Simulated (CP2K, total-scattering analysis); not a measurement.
**Reading the total scattering of a disordered sample**

The sample: amorphous 18P2O5-82SiO2 (mol %) (P 9.5, Si 22.2, O 68.2 atom %) at 300 K, fixed volume, ρ₀ = 0.0678 Å⁻³. The data come from ab initio molecular dynamics with CP2K (PBE, Gaussian and plane waves, DZVP-MOLOPT-SR basis, GTH potentials, 400 Ry, CSVR thermostat, no spin, fixed volume). The average runs over 1.14 ps of 63 atoms, so shells between rare elements are rough. Mean temperature 297 K, largest m.s.d. 0.08 Å², energy drift +1 meV an atom (last third less first, no steady trend); the first quarter of the run is discarded. Preparation: a classical glass (LAMMPS, Pedone potential, quenched from the melt at 100 K/ps at this volume), then 1.2 ps at 1000 K (mean temperature of the first stage 988 K), too short to forget the start in full. So short a stretch relaxes bonds and nearest shells but still remembers its start. It is rigid on the time of the run. A cell quenched within picoseconds keeps more over- and under-coordinated atoms than a real glass or film, so this is a model of such a quench.

The totals are in Faber–Ziman form. Below 4 Å⁻¹ the partials are summed on the cell's own reciprocal vectors (from 0.64 Å⁻¹) and folded with a Gaussian of σ = 0.14 Å⁻¹; above it they are transforms of g(r) out to 6.6 Å, tapered over the last 40 %. The fold lowers sharp peaks, and with so few vectors their positions are good to about 0.1 Å⁻¹. X-rays take neutral-atom form factors, neutrons coherent lengths (P 5.13, Si 4.15071, O 5.8037 fm). G(r) = 4πrρ₀[g(r) − 1] carries the resolution of a Lorch-windowed transform up to 20 Å⁻¹. The patterns are simulated, not measured. The cell is small: beyond half the box only the part of each shell inside it is counted, and low-Q values rest on few vectors.

```tsv
Q (Å⁻¹)	X-ray	neutron
0.6	0.27	0.33
0.9	0.46	0.47
1.2	0.79	0.67
1.5	1.31	1.06
1.8	1.06	0.81
2.1	1.06	0.79
2.4	0.70	0.55
2.7	0.47	0.84
3.0	0.63	1.12
3.3	0.68	0.84
3.6	0.77	0.81
3.9	0.73	0.71
4.2	1.09	0.87
4.5	1.41	1.09
4.8	1.52	1.31
5.1	1.40	1.46
5.4	1.15	1.39
5.7	0.92	1.12
6.0	0.82	0.85
6.3	0.85	0.72
6.6	0.87	0.71
6.9	0.83	0.75
7.2	0.79	0.86
7.5	0.84	1.02
7.8	1.00	1.15
8.1	1.16	1.18
8.4	1.22	1.12
8.7	1.18	1.04
9.0	1.11	1.01
9.3	1.05	1.02
9.6	0.99	1.03
9.9	0.93	1.01
10.2	0.91	0.98
10.5	0.92	0.96
10.8	0.93	0.92
11.1	0.91	0.89
11.4	0.91	0.90
11.7	0.97	0.97
12.0	1.06	1.06
```

G(r):

```tsv
r (Å)	X-ray	neutron
1.0	-0.88	-0.86
1.1	-0.92	-0.91
1.2	-1.01	-0.99
1.3	-1.10	-1.06
1.4	-0.15	-0.30
1.5	2.25	1.55
1.6	4.22	3.03
1.7	3.56	2.46
1.8	0.84	0.30
1.9	-1.21	-1.33
2.0	-1.56	-1.69
2.1	-1.42	-1.68
2.2	-1.51	-1.80
2.3	-1.54	-1.62
2.4	-1.23	-0.62
2.5	-0.73	0.99
2.6	-0.35	2.22
2.7	-0.37	2.14
2.8	-0.54	0.85
2.9	-0.24	-0.37
3.0	0.57	-0.75
3.1	1.06	-0.65
3.2	0.64	-0.65
3.3	-0.30	-0.79
3.4	-1.01	-0.86
3.5	-1.14	-0.73
3.6	-0.85	-0.50
3.7	-0.46	-0.31
3.8	-0.12	-0.18
3.9	0.24	-0.01
4.0	0.64	0.25
4.1	0.94	0.47
4.2	0.92	0.50
4.3	0.58	0.31
4.4	0.20	0.06
4.5	0.09	0.02
4.6	0.24	0.20
4.7	0.40	0.46
4.8	0.39	0.65
4.9	0.24	0.71
5.0	-0.01	0.59
5.1	-0.26	0.34
5.2	-0.37	0.09
5.3	-0.35	-0.08
5.4	-0.30	-0.24
5.5	-0.29	-0.40
5.6	-0.29	-0.55
5.7	-0.26	-0.64
5.8	-0.07	-0.58
5.9	0.25	-0.33
```

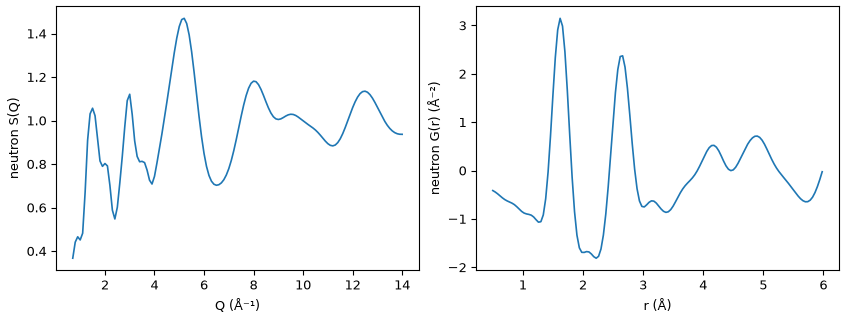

Q: Assign the low-r maxima. Which coordination numbers can be read off, and what are they?

Each pair enters with the weight ci cj fi fj (2 − δij)/⟨f⟩², taking f = Z for X-rays at Q = 0: O–O 0.30 / 0.54; Si–O 0.34 / 0.25; P–O 0.16 / 0.13; Si–Si 0.10 / 0.03; P–Si 0.09 / 0.03; P–P 0.02 / 0.01 (X-ray / neutron).

| radiation | maximum (Å) | G (Å⁻²) | pairs that make it (share of the curvature of G, each pair at the same resolution) |
| --- | --- | --- | --- |
| X-ray | 1.63 | 4.40 | Si–O 76 %, P–O 24 % |
| X-ray | 3.10 | 1.07 | Si–Si 58 %, P–Si 33 % |
| X-ray | 4.15 | 0.98 | Si–O 78 %, P–O 17 % |
| neutron | 1.62 | 3.15 | Si–O 74 %, P–O 26 % |
| neutron | 2.64 | 2.40 | O–O 100 % |
| neutron | 4.16 | 0.53 | Si–O 77 %, P–O 21 % |

The first shell (P–O, 1.59 Å) shares its range with Si–O (1.64 Å), so its area is a weighted sum. The maxima can be assigned, but 2 totals can't separate 6 partials, so the counts below come from the model itself.

From the coordinates:

```
 pair  first peak (Å)  g there  first minimum (Å)  g there                  neighbours
  P–O            1.59     15.4               2.04     0.02    4.0 O per P, 0.6 P per O
 Si–O            1.64     22.0               2.26     0.00  4.1 O per Si, 1.3 Si per O
  O–O            2.62      4.9               3.06     0.58                         6.4
Si–Si            3.11      6.1               3.52     0.00                         3.0
 P–Si            3.12      4.1               3.70     0.01  2.5 Si per P, 1.1 P per Si
```

Bonded neighbours (only these pairs count: cutoffs P–O 2.04 Å, Si–O 2.26 Å): P: 4 100 %; Si: 4 93 %, 5 7.1 %; O: 1 12 %, 2 88 %. Bridging oxygens per network former of four or fewer bonds: P: Q2 17 %, Q3 50 %, Q4 33 %; Si: Q4 100 %. Oxygen by network formers bound (Si, B, P, Ge and Al count): one 12 %, two 88 %. O–P–O peak at 110°, O–Si–O peak at 110° and Si–O–Si peak at 142°. These counts come from 15 frames.

Anions around each cation, with the position of the first peak: Si 4.1 (Si–O 1.64 Å, to 2.26 Å) and P 4.0 (P–O 1.59 Å, to 2.04 Å). The weights that differ most between the probes (X-ray, neutron): O–O 0.30 and 0.54, Si–O 0.34 and 0.25 and Si–Si 0.10 and 0.03. At 2.97 Å⁻¹ neutrons show a peak (1.13) where X-rays give 0.61: term by term, w(S − 1) with f = Z as a rough X-ray weight: O–O +0.80 against +0.44, Si–O -0.43 against -0.58 and P–O -0.29 against -0.34 (neutron against X-ray).

[Logs are printed without paths, hosts, clocks, repeated set-up lines and the standing remarks that a program may print on its own settings, such as how far it seeks lower states.]
